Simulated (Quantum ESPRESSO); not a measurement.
# Voltage at the next charge: Sr(100), 5 layers against an electrode

How the rows were computed: Quantum ESPRESSO 7.5, LDA, GBRV ultrasoft; ESM with bc3, a metal electrode 6.08 Å above the top atoms; cell area 18.483 Å²; ions fixed. V is the potential energy of an electron at the electrode over the slab's Fermi level, divided by e, so that it equals the work function at zero charge; positive charge removes electrons.

```tsv
charge (e a cell)	V (V)
0	2.641
0.0277	3.631
0.0554	4.673
```

**Question.** What is V at a charge of 0.1109 e, and what capacitance do the rows imply?

**Worked estimate.** The last two rows give dV/dq = (4.673 − 3.631)/(0.0554 − 0.0277) = 37.6 V/e, so C = 1602/(18.483 × 37.6) = 2.30 µF/cm², an effective gap of 8.854/2.30 = 3.84 Å. At constant C, V = 4.673 + 37.6 × 0.0555 = 6.76 V.

What the calculation gave: V = 6.885 V; the estimate misses by −0.12 V, 5.6 % of the step. Over the three intervals C goes 2.42, 2.30 and 2.18 µF/cm²: it falls as electrons leave, the surface charge drawing back towards the atoms.

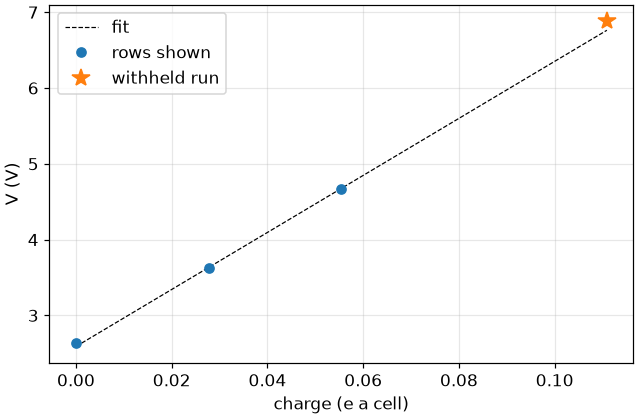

The rows shown, the fit and the withheld run.

**Limits.** Vacuum fills the gap; a dielectric or electrolyte would change C. The slab is thin.

[Logs are printed without paths, hosts, clocks, repeated set-up lines and the standing remarks that a program may print on its own settings, such as how far it seeks lower states.]
